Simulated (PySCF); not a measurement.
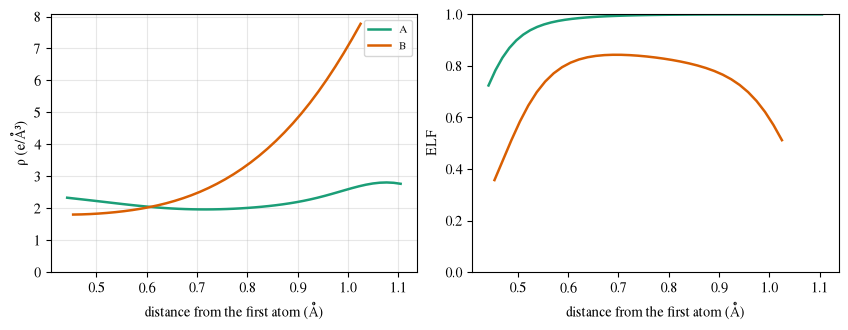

Figure 1: CH$_{2}$F$_{2}$. Total electron density and ELF along straight lines between neighbouring atoms. The curves leave out the atomic cores.

Geometry: PBE0-D3(BJ)/def2-SVP.

Method: DFT single point, gas phase, functional M06-2X in PySCF 2.14.0, density-fitted response routines.

Input

```
{"job": {"kind": "sp", "xc": "M06-2X", "basis": "def2-TZVP", "grid": 3}, "charge": 0, "multiplicity": 1}
F     -1.081210    -0.728732    -0.071616
C      0.002471     0.063385     0.001114
F      1.110160    -0.688056    -0.120308
H      0.015103     0.565683     0.984590
H     -0.029258     0.792292    -0.828069
```

Launched as:

```sh
OMP_NUM_THREADS=1 python redox_run.py task.json out
```

### Which curve belongs to which contact (C–F and C–H)? The first atom named is at distance zero.

Curve A: C–H (1.10 Å): ρ at the midpoint is about 2.1 e/Å³; the ELF climbs to about 1 towards the hydrogen, as it does in any bond to H (an ordinary covalent bond to hydrogen). Curve B: C–F (1.34 Å): the density is about 2.3 e/Å³ at the midpoint; the ELF peaks at about 0.85 between the atoms; a shared but strongly polarised pair.
